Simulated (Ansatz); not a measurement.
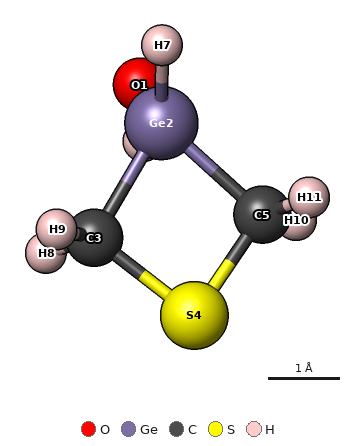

Figure 1. The structure as given in the input (ball-and-stick view, seen at a tilt; atoms are numbered from 1 in the order of the input). Sticks mark near contacts.

**Geometry relaxation of C$_{2}$H$_{6}$GeOS (part 1 of 2)**

- system: C$_{2}$H$_{6}$GeOS
- method: RKS PBE0-D4/def2-SVP (Ansatz 0.2.0)

It belongs to a series of runs on one base structure; here: end point A relaxed. Figures and captions count atoms from 1; the log counts them from 0 in places.

### Output
```
The last accepted step is kept in [file] (removed where the run ends without a failure and the disk answers)
Engine: ansatz 0.2.0, x86_64-unknown-linux-gnu
Functional definition: PBE0
  parameter a = 0.25
  parameter kappa = 0.804
  parameter beta = 0.06672455060314922
  exchange = (1 - a)*pbe_x(kappa = kappa, mu = beta*pi^2/3) + a*exact_x
  correlation = pbe_c(beta = beta)
1312 factors; integrals over basis functions are off by at most 3.2e-4 eV
mean field evaluation 1: about -71533.4664 eV, gradient 6.6e1 eV
mean field evaluation 2: about -71524.7092 eV, gradient 9.1e1 eV
mean field evaluation 4: about -71542.4919 eV, gradient 4.4e0 eV
mean field evaluation 8: about -71542.5563 eV, gradient 6.0e-2 eV
mean field evaluation 16: about -71542.5563 eV, gradient 1.5e-5 eV
mean field -71542.55630881 eV, -2629.1404510623 hartree, gradient 1.5e-5 eV, S^2 0.000000; 0 other end points of the search recorded, 0 dependent functions left out
the calculation of the forces begins
reference -71542.55633394 eV, -2629.1404519857 hartree; 37, 37 occupied and 85, 85 virtual orbitals, 1312 factors
relax step   1: F+E_penalty+E_count = -71542.79681878 eV  Δ(F+E_penalty+E_count) = +0.000e0 eV  max|allowed force component| = 2.757e0 eV/Å  Δτ_max = 0.0000 Å  (27 SCF iters, accepted)
these checks for a lower state are left out or cut short: starts, cluster_reference, orbital_swaps, neighbouring_geometries, increment
1312 factors; integrals over basis functions are off by at most 3.4e-4 eV
mean field -71543.16251561 eV, -2629.1627287512 hartree, gradient 2.3e-5 eV, S^2 0.000000; 0 other end points of the search recorded, 0 dependent functions left out
[... from here on the field's lines of each further geometry are left out, up to the last ...]
relax step   2: F+E_penalty+E_count = -71543.39976916 eV  Δ(F+E_penalty+E_count) = -6.030e-1 eV  max|allowed force component| = 1.135e0 eV/Å  Δτ_max = 0.1947 Å  (28 SCF iters, accepted)
relax step   3: F+E_penalty+E_count = -71543.50870089 eV  Δ(F+E_penalty+E_count) = -1.089e-1 eV  max|allowed force component| = 3.742e-1 eV/Å  Δτ_max = 0.0580 Å  (29 SCF iters, accepted)
relax step   4: F+E_penalty+E_count = -71543.51348745 eV  Δ(F+E_penalty+E_count) = -4.787e-3 eV  max|allowed force component| = 3.238e-1 eV/Å  Δτ_max = 0.0872 Å  (29 SCF iters, accepted)
relax step   5: F+E_penalty+E_count = -71543.52305670 eV  Δ(F+E_penalty+E_count) = -9.569e-3 eV  max|allowed force component| = 3.352e-2 eV/Å  Δτ_max = 0.0305 Å  (29 SCF iters, accepted)
relax step   6: F+E_penalty+E_count = -71543.52326206 eV  Δ(F+E_penalty+E_count) = -2.054e-4 eV  max|allowed force component| = 5.208e-2 eV/Å  Δτ_max = 0.0124 Å  (30 SCF iters, accepted)
relax step   7: F+E_penalty+E_count = -71543.52367962 eV  Δ(F+E_penalty+E_count) = -4.176e-4 eV  max|allowed force component| = 3.296e-2 eV/Å  Δτ_max = 0.0186 Å  (30 SCF iters, accepted)
relax step   8: F+E_penalty+E_count = -71543.52432025 eV  Δ(F+E_penalty+E_count) = -6.406e-4 eV  max|allowed force component| = 3.793e-2 eV/Å  Δτ_max = 0.0520 Å  (29 SCF iters, accepted)
relax step   9: F+E_penalty+E_count = -71543.52332317 eV  Δ(F+E_penalty+E_count) = +9.971e-4 eV  max|allowed force component| = 2.049e-1 eV/Å  Δτ_max = 0.1298 Å  (29 SCF iters, rejected (line search))
relax step  10: F+E_penalty+E_count = -71543.52293703 eV  Δ(F+E_penalty+E_count) = +1.383e-3 eV  max|allowed force component| = 1.334e-1 eV/Å  Δτ_max = 0.0649 Å  (29 SCF iters, rejected (line search))
relax step  11: F+E_penalty+E_count = -71543.52527080 eV  Δ(F+E_penalty+E_count) = -9.505e-4 eV  max|allowed force component| = 1.135e-2 eV/Å  Δτ_max = 0.0318 Å  (29 SCF iters, accepted)
relax step  12: F+E_penalty+E_count = -71543.52722569 eV  Δ(F+E_penalty+E_count) = -1.955e-3 eV  max|allowed force component| = 7.097e-2 eV/Å  Δτ_max = 0.0976 Å  (29 SCF iters, accepted)
relax step  13: F+E_penalty+E_count = -71543.52600105 eV  Δ(F+E_penalty+E_count) = +1.225e-3 eV  max|allowed force component| = 3.141e-1 eV/Å  Δτ_max = 0.1238 Å  (29 SCF iters, rejected (line search))
relax step  14: F+E_penalty+E_count = -71543.52937824 eV  Δ(F+E_penalty+E_count) = -2.153e-3 eV  max|allowed force component| = 3.887e-2 eV/Å  Δτ_max = 0.0619 Å  (29 SCF iters, accepted)
relax step  15: F+E_penalty+E_count = -71543.53131635 eV  Δ(F+E_penalty+E_count) = -1.938e-3 eV  max|allowed force component| = 4.282e-2 eV/Å  Δτ_max = 0.0731 Å  (29 SCF iters, accepted)
relax step  16: F+E_penalty+E_count = -71543.53215752 eV  Δ(F+E_penalty+E_count) = -8.412e-4 eV  max|allowed force component| = 1.574e-1 eV/Å  Δτ_max = 0.1119 Å  (29 SCF iters, accepted)
relax step  17: F+E_penalty+E_count = -71543.52663336 eV  Δ(F+E_penalty+E_count) = +5.524e-3 eV  max|allowed force component| = 3.102e-1 eV/Å  Δτ_max = 0.0455 Å  (29 SCF iters, rejected (line search))
the calculation of the forces begins
reference -71543.29993706 eV, -2629.1677788965 hartree; 37, 37 occupied and 85, 85 virtual orbitals, 1312 factors
relax step  18: F+E_penalty+E_count = -71543.53353526 eV  Δ(F+E_penalty+E_count) = -1.378e-3 eV  max|allowed force component| = 1.960e-2 eV/Å  Δτ_max = 0.0140 Å  (30 SCF iters, accepted)
```

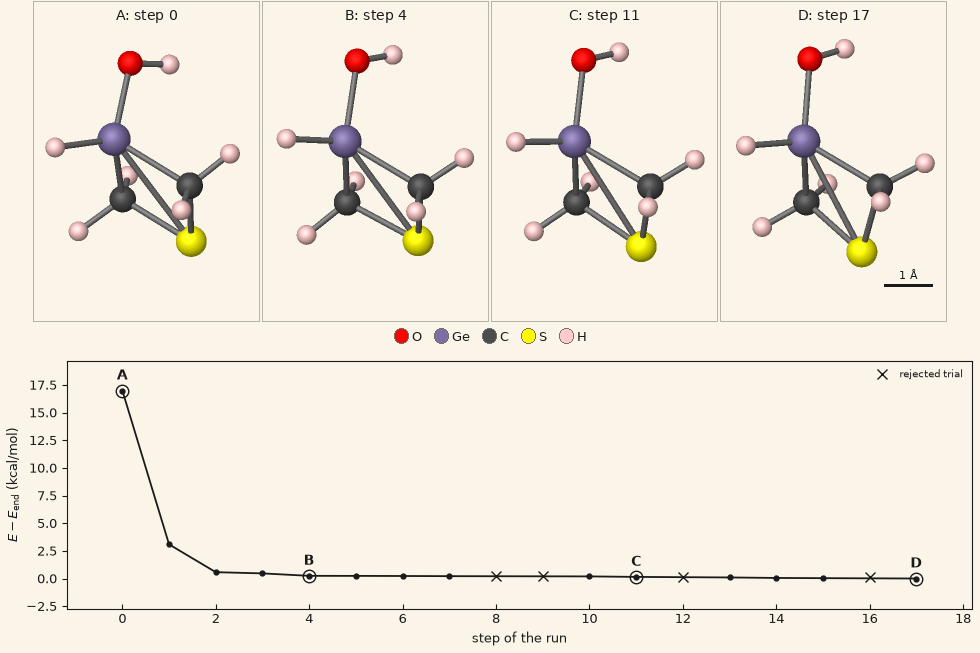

Figure 2. Frames of the relaxation (ball-and-stick view, seen at a tilt) above the curves, on which the letters mark them (the first geometry is step 0 here and step 1 in the log).

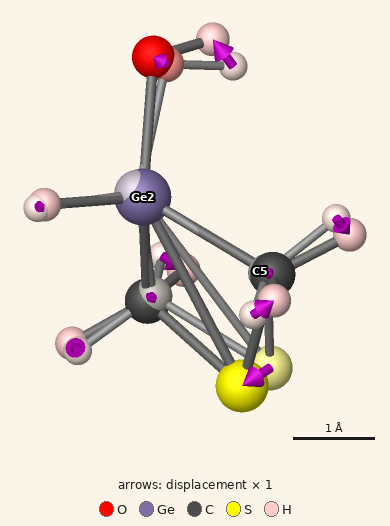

Figure 3. Start (faint) and end (solid) with the displacements as pink arrows, at true length (ball-and-stick view, seen at a tilt). The two geometries are laid on each other by the best rigid fit. The atom that moves furthest after the best rigid fit is S4 (0.48 Å). Largest moves by element: S 0.48 Å, H 0.44 Å, O 0.22 Å, C 0.12 Å, Ge 0.08 Å. Among the contacts that change: Ge2–S4 2.833 → 2.700 Å, C3–H9 1.157 → 1.100 Å, O1–H6 1.017 → 0.963 Å, O1–Ge2 1.725 → 1.779 Å. Among the angles that change: O1–Ge2–S4 120.5° → 140.5°, O1–Ge2–H7 116.2° → 104.1°, Ge2–C3–H9 108.5° → 117.0°. Over 17 geometry steps the energy falls by 17.0 kcal/mol. Largest force component: 2.8 eV/Å at the start, 0.02 eV/Å at the end. The line search rejected the trial steps at points 8, 9, 12, 16 (counted from 0) and went back. (Atoms are counted from 1 in the order of the input.)

```
1312 factors; integrals over basis functions are off by at most 4.3e-4 eV
mean field -71543.29991048 eV, -2629.1677779198 hartree, gradient 9.3e-6 eV, S^2 0.000000; 1 other end points of the search recorded, 0 dependent functions left out
the calculation of the forces begins
reference -71543.29993706 eV, -2629.1677788965 hartree; 37, 37 occupied and 85, 85 virtual orbitals, 1312 factors
Total energy: -71543.53356183 eV, -2629.1763644486 hartree
Atom 0 at    -0.570840     2.071251     0.747085 Å, force     0.008593     0.000131     0.002546 eV/Å
Atom 1 at     0.408455     0.624753     0.408173 Å, force    -0.019595     0.001750    -0.006835 eV/Å
Atom 2 at    -0.316905    -1.143698     0.892758 Å, force    -0.008312    -0.001066     0.002895 eV/Å
Atom 3 at     0.198807    -1.809521    -0.741743 Å, force     0.003836    -0.002879    -0.000221 eV/Å
Atom 4 at     0.405180    -0.113166    -1.420453 Å, force    -0.006900     0.003473    -0.006384 eV/Å
Atom 5 at    -1.479302     2.006207     0.434698 Å, force     0.002592    -0.005706    -0.001647 eV/Å
Atom 6 at     1.785441     0.963334     0.987978 Å, force     0.008901     0.003518     0.005779 eV/Å
Atom 7 at    -1.409864    -1.175795     1.027658 Å, force     0.008564     0.000886     0.000125 eV/Å
Atom 8 at     0.165076    -1.668060     1.730728 Å, force    -0.002246     0.000872    -0.000503 eV/Å
Atom 9 at    -0.451590     0.192058    -2.042191 Å, force     0.006906    -0.002000     0.003912 eV/Å
Atom 10 at     1.330843    -0.004263    -2.004190 Å, force    -0.002338     0.001020     0.000332 eV/Å
Dipole moment:    -0.201726     0.096377    -0.019864 e Å
```

### Trajectory as extended XYZ (Å, eV, eV/Å), 18 frames, from step=1 to step=18
```
11
Properties=species:S:1:pos:R:3:forces:R:3 step=1 energy=-71542.79682
O    -0.7101    1.9356    0.6619   -2.7569   0.7050  -0.6533
Ge    0.4502    0.6773    0.4464    1.4485  -1.5242  -0.3697
C    -0.3201   -1.0606    0.8079    2.7351  -1.8195   1.8375
S    -0.2603   -1.7226   -0.8809   -0.3545   0.1907   0.6431
C     0.3807   -0.1153   -1.3305    0.6346   0.8006  -0.9889
H    -1.5831    1.6393    0.2320    1.9605   0.8040   1.0375
H     1.8973    0.9573    1.0161   -0.8552   0.2505  -0.1177
H    -1.2701   -0.9662    1.2412   -1.9283  -0.2620   0.8974
H     0.3960   -1.6406    1.5079   -1.3341   0.4983  -0.7169
H    -0.2990    0.4610   -1.9573    0.0671   0.1202  -0.7032
H     1.3838   -0.2221   -1.7242    0.3833   0.2363  -0.8658
11
Properties=species:S:1:pos:R:3:forces:R:3 step=2 energy=-71543.39977
O    -0.6763    1.9606    0.6640   -1.1353   0.1581  -0.2976
Ge    0.4228    0.6137    0.4045    0.8371   0.0027   0.2529
C    -0.3151   -1.1308    0.9553    0.9842   0.1246  -0.1349
S    -0.2442   -1.6220   -0.8081   -0.4425  -1.1257  -0.4407
C     0.4430   -0.0623   -1.4537   -0.1246   0.1317   0.8026
H    -1.5531    1.7305    0.2885    0.6833   0.3796   0.3835
H     1.7797    1.0239    1.0179   -0.1415   0.0652  -0.0254
H    -1.3179   -1.0934    1.3769   -0.4408  -0.0189   0.0028
H     0.3326   -1.7576    1.6172   -0.2764   0.3311  -0.4156
H    -0.2377    0.4718   -2.1315   -0.0116  -0.0640  -0.0651
H     1.4314   -0.1913   -1.9105    0.0682   0.0156  -0.0624
11
Properties=species:S:1:pos:R:3:forces:R:3 step=3 energy=-71543.50870
O    -0.6700    1.9908    0.6734   -0.3742   0.0075  -0.1024
Ge    0.4306    0.6274    0.4150    0.3237  -0.0241   0.0561
C    -0.3020   -1.1297    0.9201    0.2612  -0.0271   0.0689
S    -0.2498   -1.6761   -0.8280   -0.1501  -0.3726  -0.1178
C     0.4329   -0.0888   -1.4231   -0.0067   0.0916   0.2090
H    -1.5460    1.7786    0.3178    0.1834   0.1929   0.1372
H     1.7715    1.0665    1.0301   -0.0788   0.0240  -0.0132
H    -1.3179   -1.1068    1.3356   -0.1100  -0.0139   0.0013
H     0.3393   -1.7461    1.5772   -0.0989   0.0993  -0.1037
H    -0.2471    0.4317   -2.1135    0.0335  -0.0053  -0.0605
H     1.4237   -0.2043   -1.8840    0.0169   0.0278  -0.0748
11
Properties=species:S:1:pos:R:3:forces:R:3 step=4 energy=-71543.51349
O    -0.6774    1.9734    0.6773    0.1964   0.1439   0.1141
Ge    0.4481    0.6192    0.4181   -0.3238   0.1261  -0.0184
C    -0.2935   -1.1379    0.9166    0.1131  -0.0113  -0.0754
S    -0.2495   -1.7007   -0.8335    0.0394  -0.0055  -0.0064
C     0.4372   -0.0944   -1.4173    0.0016  -0.1626  -0.0091
H    -1.5717    1.8582    0.3421    0.0453  -0.1412  -0.0492
H     1.7718    1.0897    1.0417   -0.0659   0.0077  -0.0172
H    -1.3182   -1.1155    1.3146   -0.0112   0.0257   0.0587
H     0.3418   -1.7474    1.5771   -0.0325  -0.0455  -0.0089
H    -0.2431    0.4104   -2.1196    0.0045   0.0601   0.0257
H     1.4198   -0.2119   -1.8967    0.0332   0.0025  -0.0139
11
Properties=species:S:1:pos:R:3:forces:R:3 step=5 energy=-71543.52306
O    -0.6653    2.0006    0.6839    0.0026  -0.0068   0.0019
Ge    0.4280    0.6243    0.4143    0.0103   0.0335   0.0134
C    -0.2926   -1.1420    0.9111   -0.0083  -0.0087   0.0062
S    -0.2484   -1.7093   -0.8362    0.0048   0.0211  -0.0004
C     0.4341   -0.1043   -1.4173   -0.0015  -0.0093  -0.0077
H    -1.5544    1.8551    0.3438   -0.0039  -0.0024  -0.0028
H     1.7489    1.0954    1.0362    0.0131  -0.0107   0.0004
H    -1.3134   -1.1227    1.3222   -0.0108  -0.0166   0.0022
H     0.3450   -1.7528    1.5680   -0.0005   0.0029   0.0094
H    -0.2399    0.4114   -2.1181   -0.0045  -0.0094  -0.0197
H     1.4234   -0.2127   -1.8874   -0.0013   0.0064  -0.0028
11
Properties=species:S:1:pos:R:3:forces:R:3 step=6 energy=-71543.52326
O    -0.6640    2.0034    0.6863    0.0126  -0.0028   0.0051
Ge    0.4262    0.6252    0.4140   -0.0361   0.0064  -0.0112
C    -0.2931   -1.1414    0.9115   -0.0169  -0.0098   0.0046
S    -0.2367   -1.7127   -0.8342    0.0080   0.0083  -0.0005
C     0.4337   -0.1037   -1.4175   -0.0092  -0.0047  -0.0140
H    -1.5537    1.8611    0.3466   -0.0014  -0.0056  -0.0033
H     1.7494    1.0851    1.0318    0.0521   0.0194   0.0254
H    -1.3168   -1.1260    1.3159   -0.0080  -0.0103   0.0009
H     0.3423   -1.7481    1.5743    0.0020   0.0016   0.0060
H    -0.2449    0.4052   -2.1190   -0.0043  -0.0061  -0.0127
H     1.4230   -0.2049   -1.8891    0.0012   0.0035  -0.0005
11
Properties=species:S:1:pos:R:3:forces:R:3 step=7 energy=-71543.52368
O    -0.6596    2.0068    0.6905    0.0025   0.0044   0.0019
Ge    0.4251    0.6258    0.4135   -0.0330   0.0013  -0.0088
C    -0.2957   -1.1407    0.9116   -0.0089  -0.0136   0.0038
S    -0.2190   -1.7178   -0.8315    0.0085  -0.0135   0.0004
C     0.4317   -0.1029   -1.4189   -0.0056  -0.0007  -0.0127
H    -1.5496    1.8660    0.3506    0.0007   0.0016   0.0008
H     1.7531    1.0778    1.0298    0.0321   0.0132   0.0150
H    -1.3239   -1.1319    1.3057    0.0038   0.0063  -0.0036
H     0.3364   -1.7413    1.5834   -0.0014   0.0000  -0.0026
H    -0.2543    0.3948   -2.1219    0.0019   0.0015   0.0067
H     1.4211   -0.1935   -1.8924   -0.0007  -0.0005  -0.0011
```
